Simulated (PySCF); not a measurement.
**Yb(NO2)3: other functionals and bases at one geometry**

Aim: see how levels, charges and forces of Yb(NO2)3 depend on the level of theory. The structure is generated, not taken from experiment.

Program: PySCF 2.14.0. Level of theory: several levels, as the steps say, no spin–orbit coupling. These are calculated values, not measurements.

4 further runs of the same task are left out: 1 for a known fault of the program, 3 that didn't finish.

### Step 1. The starting structure

10 atoms, charge 0, spin multiplicity 1.

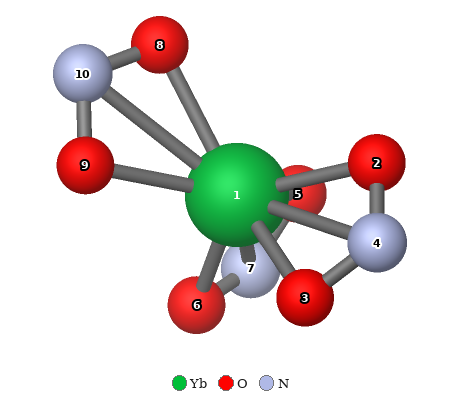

The geometry (ytterbium green, oxygen red, nitrogen light blue); atoms are numbered from 1 in the order of the file.

Coordinates:

```xyz
10
charge 0, multiplicity 1
Yb    0.0000    0.0000    0.0000
O     2.0352   -0.1527    1.0387
O     2.0352    0.1526   -1.0387
N     2.7441    0.0000    0.0000
O    -0.8854    1.8389    1.0387
O    -1.1498    1.6862   -1.0387
N    -1.3720    2.3765    0.0000
O    -1.1498   -1.6862    1.0387
O    -0.8854   -1.8389   -1.0387
N    -1.3721   -2.3765    0.0000
```

Formal oxidation states: Yb +3. Each metal's 13 4f electrons lie in its core potential, so multiplicities, spins and levels count the valence alone. An earlier session relaxed this geometry at r2SCAN, Yb lcecp-1-SVP with ECP59, O def2-SVP, N def2-SVP (singlet, point group D3).

At r2SCAN on the finer grid: E = -654.233649 Eh, HOMO -7.58 eV, LUMO -4.45 eV, Mulliken charge on Yb1 +1.24 e, largest force component 0.088 eV/Å. 

Levels to run: HF; PBE; PBE0; revPBE; r2SCAN, TZVP. Hardware: 4 threads of Arm Neoverse V1, shared host.

### Step 2. HF

Input file run.py (the lines that set the calculation):

```python
mol = gto.M(atom='''
Yb     0.00000     0.00000     0.00000
O      2.03523    -0.15267     1.03868
O      2.03523     0.15264    -1.03868
N      2.74412    -0.00002     0.00000
O     -0.88539     1.83889     1.03868
O     -1.14981     1.68624    -1.03868
N     -1.37204     2.37649     0.00000
O     -1.14983    -1.68622     1.03868
O     -0.88542    -1.83888    -1.03868
N     -1.37208    -2.37647     0.00000''',
    basis={'Yb': 'lcecp-1-SVP', 'O': 'def2-SVP', 'N': 'def2-SVP'},
    ecp={'Yb': 'lcecp-1-SVP'},
    charge=0, spin=0)
mf = scf.RHF(mol)
mf = mf.density_fit()  # fitting sets: Yb AutoAux, O def2-universal-JKFIT, N def2-universal-JKFIT
mf.conv_tol = 1e-08; mf.max_cycle = 55
mf.kernel(dm0)  # dm0: the density of the relaxed state
```

On the command line:

```console
> OMP_NUM_THREADS=4 python run.py
```

What it wrote:

```text
init E= -650.822492746359
  HOMO = -0.46664835102086  LUMO = 0.0382162720515253  gap/eV = 13.73807
cycle= 1 E= -650.911925734318  delta_E= -0.0894  |g|= 0.187  |ddm|= 0.736
  HOMO = -0.497785602904644  LUMO = 0.0194702043009893  gap/eV = 14.07525
cycle= 2 E= -650.921317968254  delta_E= -0.00939  |g|= 0.0903  |ddm|= 0.258
  HOMO = -0.493693362325855  LUMO = 0.0290759657893939  gap/eV = 14.22528
cycle= 3 E= -650.923919420376  delta_E= -0.0026  |g|= 0.0483  |ddm|= 0.0897
  HOMO = -0.493934823072167  LUMO = 0.031975549317797  gap/eV = 14.31075
cycle= 4 E= -650.924924683015  delta_E= -0.00101  |g|= 0.0124  |ddm|= 0.0787
  HOMO = -0.49532215695859  LUMO = 0.031653619174773  gap/eV = 14.33974
cycle= 5 E= -650.925052165294  delta_E= -0.000127  |g|= 0.00489  |ddm|= 0.0286
  HOMO = -0.494748834645229  LUMO = 0.0322128058037401  gap/eV = 14.33936
cycle= 6 E= -650.925069916009  delta_E= -1.78e-05  |g|= 0.000988  |ddm|= 0.0116
  HOMO = -0.494728489866787  LUMO = 0.0322481161898088  gap/eV = 14.33976
cycle= 7 E= -650.925070494844  delta_E= -5.79e-07  |g|= 0.000217  |ddm|= 0.00185
  HOMO = -0.494720073507297  LUMO = 0.0322411686908787  gap/eV = 14.33935
cycle= 8 E= -650.925070518465  delta_E= -2.36e-08  |g|= 4.18e-05  |ddm|= 0.000408
  HOMO = -0.494715755354373  LUMO = 0.0322428897214797  gap/eV = 14.33928
cycle= 9 E= -650.925070519453  delta_E= -9.88e-10  |g|= 8.12e-06  |ddm|= 9.18e-05
  HOMO = -0.494715343476758  LUMO = 0.0322432098745154  gap/eV = 14.33927
Extra cycle  E= -650.925070519483  delta_E= -3e-11  |g|= 3.94e-06  |ddm|= 1.17e-05
converged SCF energy = -650.925070519483
```

Run time: 5.9 s. Hardware: 4 threads of Arm Neoverse V1, shared host.

Read off: E = -650.925071 Eh, HOMO -13.46 eV, LUMO 0.88 eV, Mulliken charge on Yb1 +1.76 e, largest force component 2.971 eV/Å. 

### Step 3. PBE

run.py (the lines that set the calculation), as its differences from that of step 2:

```diff
@@ -14,3 +14,4 @@
     charge=0, spin=0)
-mf = scf.RHF(mol)
+mf = dft.RKS(mol, xc='PBE')
+mf.grids.atom_grid = (75, 302)  # f atoms: unpruned, at least (60, 302)
 mf = mf.density_fit()  # fitting sets: Yb AutoAux, O def2-universal-JKFIT, N def2-universal-JKFIT
```

On the command line:

```console
> OMP_NUM_THREADS=4 python run.py
```

What it wrote:

```text
init E= -653.930711128028
  HOMO = -0.263687363897483  LUMO = -0.166936101747276  gap/eV = 2.63274
cycle= 1 E= -653.931956006313  delta_E= -0.00124  |g|= 0.123  |ddm|= 0.329
  HOMO = -0.260481069622848  LUMO = -0.158737880773153  gap/eV = 2.76857
cycle= 2 E= -653.916295796217  delta_E= 0.0157  |g|= 0.316  |ddm|= 0.309
  HOMO = -0.262004323357593  LUMO = -0.162915432595879  gap/eV = 2.69635
cycle= 3 E= -653.934875359292  delta_E= -0.0186  |g|= 0.0197  |ddm|=  0.2
  HOMO = -0.262059805272476  LUMO = -0.16328841550602  gap/eV = 2.68771
cycle= 4 E= -653.934986920921  delta_E= -0.000112  |g|= 0.0057  |ddm|= 0.0351
  HOMO = -0.262581651025206  LUMO = -0.163825616158176  gap/eV = 2.68729
cycle= 5 E= -653.934994204801  delta_E= -7.28e-06  |g|= 0.000834  |ddm|= 0.00571
  HOMO = -0.262526510748086  LUMO = -0.163784669252121  gap/eV = 2.68690
cycle= 6 E= -653.934994288729  delta_E= -8.39e-08  |g|= 0.000633  |ddm|= 0.00106
  HOMO = -0.26252470310804  LUMO = -0.163782491514839  gap/eV = 2.68691
cycle= 7 E= -653.934994369232  delta_E= -8.05e-08  |g|= 7.4e-05  |ddm|= 0.000508
  HOMO = -0.262522679559323  LUMO = -0.163780443856345  gap/eV = 2.68691
cycle= 8 E= -653.934994370283  delta_E= -1.05e-09  |g|= 1.8e-05  |ddm|= 6.49e-05
  HOMO = -0.26252259509549  LUMO = -0.163780313183972  gap/eV = 2.68691
Extra cycle  E= -653.934994369122  delta_E= 1.16e-09  |g|= 7.76e-05  |ddm|= 6.91e-05
converged SCF energy = -653.934994369122
```

It took 8.6 s on 4 threads of Arm Neoverse V1, shared host.

It gives: E = -653.934994 Eh, HOMO -7.14 eV, LUMO -4.46 eV, Mulliken charge on Yb1 +1.01 e, largest force component 0.701 eV/Å. 

### Step 4. PBE0

run.py (the lines that set the calculation), as its differences from that of step 3:

```diff
@@ -14,3 +14,3 @@
     charge=0, spin=0)
-mf = dft.RKS(mol, xc='PBE')
+mf = dft.RKS(mol, xc='PBE0')
 mf.grids.atom_grid = (75, 302)  # f atoms: unpruned, at least (60, 302)
```

On the command line:

```console
> OMP_NUM_THREADS=4 python run.py
```

What it wrote:

```text
init E= -653.846956687911
  HOMO = -0.325887651919093  LUMO = -0.125240401087234  gap/eV = 5.45989
cycle= 1 E= -653.84990370837  delta_E= -0.00295  |g|= 0.0274  |ddm|= 0.165
  HOMO = -0.330432730932187  LUMO = -0.129365652235972  gap/eV = 5.47131
cycle= 2 E= -653.849756625462  delta_E= 0.000147  |g|= 0.0405  |ddm|= 0.0548
  HOMO = -0.329108615851279  LUMO = -0.127642611916346  gap/eV = 5.48217
cycle= 3 E= -653.850067663215  delta_E= -0.000311  |g|= 0.00739  |ddm|= 0.0286
  HOMO = -0.328555015589936  LUMO = -0.127144522387486  gap/eV = 5.48066
cycle= 4 E= -653.850076857719  delta_E= -9.19e-06  |g|= 0.00142  |ddm|= 0.00522
  HOMO = -0.328684513466792  LUMO = -0.12724517162951  gap/eV = 5.48144
cycle= 5 E= -653.850077282937  delta_E= -4.25e-07  |g|= 0.000554  |ddm|= 0.00201
  HOMO = -0.328685904374304  LUMO = -0.127253858463203  gap/eV = 5.48125
cycle= 6 E= -653.8500773564  delta_E= -7.35e-08  |g|= 0.000118  |ddm|= 0.000826
  HOMO = -0.328686571246531  LUMO = -0.127252076353524  gap/eV = 5.48131
cycle= 7 E= -653.850077357407  delta_E= -1.01e-09  |g|= 9.53e-05  |ddm|= 0.000144
  HOMO = -0.328686592729452  LUMO = -0.127251738577576  gap/eV = 5.48132
Extra cycle  E= -653.850077348204  delta_E= 9.2e-09  |g|= 0.000237  |ddm|= 0.000236
converged SCF energy = -653.850077348204
```

It took 9.7 s on 4 threads of Arm Neoverse V1, shared host.

Read off: E = -653.850077 Eh, HOMO -8.94 eV, LUMO -3.46 eV, Mulliken charge on Yb1 +1.26 e, largest force component 0.841 eV/Å. 

### Step 5. revPBE

run.py (the lines that set the calculation), as its differences from that of step 4:

```diff
@@ -14,3 +14,3 @@
     charge=0, spin=0)
-mf = dft.RKS(mol, xc='PBE0')
+mf = dft.RKS(mol, xc='PBE_R,PBE')
 mf.grids.atom_grid = (75, 302)  # f atoms: unpruned, at least (60, 302)
```

On the command line:

```console
> OMP_NUM_THREADS=4 python run.py
```

What it wrote:

```text
init E= -654.395436938364
  HOMO = -0.262045934646919  LUMO = -0.163175684260062  gap/eV = 2.69040
cycle= 1 E= -654.395885713959  delta_E= -0.000449  |g|= 0.113  |ddm|= 0.275
  HOMO = -0.257604407881358  LUMO = -0.154418232263638  gap/eV = 2.80784
cycle= 2 E= -654.38275313045  delta_E= 0.0131  |g|= 0.289  |ddm|= 0.279
  HOMO = -0.25942911748495  LUMO = -0.158597018107958  gap/eV = 2.74378
cycle= 3 E= -654.398367488781  delta_E= -0.0156  |g|= 0.0166  |ddm|= 0.182
  HOMO = -0.259764548220397  LUMO = -0.159199059027714  gap/eV = 2.73653
cycle= 4 E= -654.398445258973  delta_E= -7.78e-05  |g|= 0.0054  |ddm|= 0.0315
  HOMO = -0.260210924580006  LUMO = -0.159636496369485  gap/eV = 2.73677
cycle= 5 E= -654.398452162577  delta_E= -6.9e-06  |g|= 0.000698  |ddm|= 0.00581
  HOMO = -0.260169990965128  LUMO = -0.159606037119792  gap/eV = 2.73648
cycle= 6 E= -654.398452198841  delta_E= -3.63e-08  |g|= 0.000624  |ddm|= 0.000937
  HOMO = -0.260167437398579  LUMO = -0.1596035042149  gap/eV = 2.73648
cycle= 7 E= -654.398452276928  delta_E= -7.81e-08  |g|= 8.9e-05  |ddm|= 0.000513
  HOMO = -0.260164833619675  LUMO = -0.159601621568719  gap/eV = 2.73646
cycle= 8 E= -654.398452278467  delta_E= -1.54e-09  |g|= 1.64e-05  |ddm|= 7.48e-05
  HOMO = -0.260164701296739  LUMO = -0.159601395557538  gap/eV = 2.73647
Extra cycle  E= -654.398452277517  delta_E= 9.5e-10  |g|= 7.01e-05  |ddm|= 6.26e-05
converged SCF energy = -654.398452277517
```

Run time: 8.6 s. Hardware: 4 threads of Arm Neoverse V1, shared host.

It gives: E = -654.398452 Eh, HOMO -7.08 eV, LUMO -4.34 eV, Mulliken charge on Yb1 +1.06 e, largest force component 0.968 eV/Å. 

### Step 6. r2SCAN, TZVP

Basis: Yb lcecp-1-TZVP with ECP59, O def2-TZVP, N def2-TZVP. 

run.py (the lines that set the calculation), as its differences from that of step 5:

```diff
@@ -11,6 +11,6 @@
 N     -1.37208    -2.37647     0.00000''',
-    basis={'Yb': 'lcecp-1-SVP', 'O': 'def2-SVP', 'N': 'def2-SVP'},
-    ecp={'Yb': 'lcecp-1-SVP'},
+    basis={'Yb': 'lcecp-1-TZVP', 'O': 'def2-TZVP', 'N': 'def2-TZVP'},
+    ecp={'Yb': 'lcecp-1-TZVP'},
     charge=0, spin=0)
-mf = dft.RKS(mol, xc='PBE_R,PBE')
+mf = dft.RKS(mol, xc='R2SCAN')
 mf.grids.atom_grid = (75, 302)  # f atoms: unpruned, at least (60, 302)
@@ -18,2 +18,2 @@
 mf.conv_tol = 1e-08; mf.max_cycle = 55
-mf.kernel(dm0)  # dm0: the density of the relaxed state
+mf.kernel(dm0)  # dm0: free metal ions and neutral atoms
```

On the command line:

```console
> OMP_NUM_THREADS=4 python run.py
```

What it wrote:

```text
init E= -661.04288072116
  HOMO = -0.249165628741823  LUMO = -0.105932025302475  gap/eV = 3.89758
cycle= 1 E= -654.446427234234  delta_E=  6.6  |g|= 1.68  |ddm|= 3.29
  HOMO = -0.231421585996021  LUMO = -0.194664949772349  gap/eV = 1.00020
cycle= 2 E= -652.060116123914  delta_E= 2.39  |g|= 4.07  |ddm|= 2.48
  HOMO = -0.282273163201771  LUMO = -0.164989038300713  gap/eV = 3.19146
cycle= 3 E= -654.974825248546  delta_E= -2.91  |g|= 0.131  |ddm|= 1.73
  HOMO = -0.272409903209457  LUMO = -0.154411560599097  gap/eV = 3.21090
cycle= 4 E= -654.976906369503  delta_E= -0.00208  |g|= 0.0755  |ddm|= 0.12
  HOMO = -0.27749671893158  LUMO = -0.159121414376542  gap/eV = 3.22116
cycle= 5 E= -654.977819493874  delta_E= -0.000913  |g|= 0.0203  |ddm|= 0.0563
  HOMO = -0.276540291379812  LUMO = -0.158453096190882  gap/eV = 3.21332
cycle= 6 E= -654.977909025253  delta_E= -8.95e-05  |g|= 0.0036  |ddm|= 0.02
  HOMO = -0.276433658094566  LUMO = -0.158282733280335  gap/eV = 3.21505
cycle= 7 E= -654.977911066733  delta_E= -2.04e-06  |g|= 0.00222  |ddm|= 0.00441
  HOMO = -0.276471958514519  LUMO = -0.158315326382806  gap/eV = 3.21521
cycle= 8 E= -654.977911579547  delta_E= -5.13e-07  |g|= 0.00152  |ddm|= 0.00191
  HOMO = -0.276507335922052  LUMO = -0.158353502584594  gap/eV = 3.21513
cycle= 9 E= -654.9779120314  delta_E= -4.52e-07  |g|= 2.85e-05  |ddm|= 0.000894
  HOMO = -0.27650679134045  LUMO = -0.158352447333746  gap/eV = 3.21514
cycle= 10 E= -654.977912031483  delta_E= -8.23e-11  |g|= 2.07e-05  |ddm|= 3.39e-05
  HOMO = -0.276506740857664  LUMO = -0.158353587817406  gap/eV = 3.21511
Extra cycle  E= -654.977912031118  delta_E= 3.65e-10  |g|= 4.99e-05  |ddm|= 3.12e-05
converged SCF energy = -654.977912031118
```

It took 65 s on 4 threads of Arm Neoverse V1, shared host.

It gives: E = -654.977912 Eh, HOMO -7.52 eV, LUMO -4.31 eV, Mulliken charge on Yb1 +1.54 e, largest force component 0.316 eV/Å. 

### Step 7. Results

| level | state | HOMO (eV) | gap (eV) | charge on Yb1 (e) | dipole (D) | largest force component (eV/Å) | basis functions | time |
| --- | --- | --- | --- | --- | --- | --- | --- | --- |
| r2SCAN (relaxed here) | singlet | -7.58 | 3.13 | 1.24 | 0.00 | 0.09 | 159 | 63 s |
| HF | singlet | -13.46 | 14.34 | 1.76 | 0.00 | 2.97 | 159 | 5.9 s |
| PBE | singlet | -7.14 | 2.69 | 1.01 | 0.00 | 0.70 | 159 | 8.6 s |
| PBE0 | singlet | -8.94 | 5.48 | 1.26 | 0.00 | 0.84 | 159 | 9.7 s |
| revPBE | singlet | -7.08 | 2.74 | 1.06 | 0.00 | 0.97 | 159 | 8.6 s |
| r2SCAN, TZVP | singlet | -7.52 | 3.22 | 1.54 | 0.00 | 0.32 | 326 | 65 s |

Times are on 4 threads of Arm Neoverse V1, shared host; the first row also made further properties.

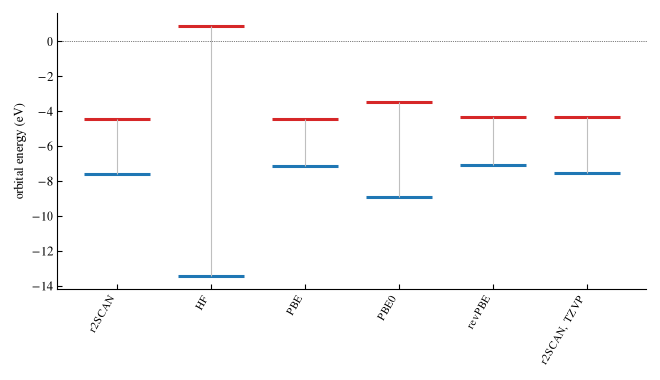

Highest filled and lowest empty level, method by method.

In one basis the HOMO–LUMO gap runs from 2.69 eV (PBE) to 14.34 eV (HF). The largest leftover force, 2.97 eV/Å with HF, stands at a geometry relaxed at another level. The Mulliken charge on Yb spans +1.01 to +1.76 e over the levels. With 4f in the core, its levels are missing from HOMO and gap, and its count is fixed, so no charge can pass from the ligands into it. Total energies of different levels can't be compared. Spin–orbit coupling is left out throughout.
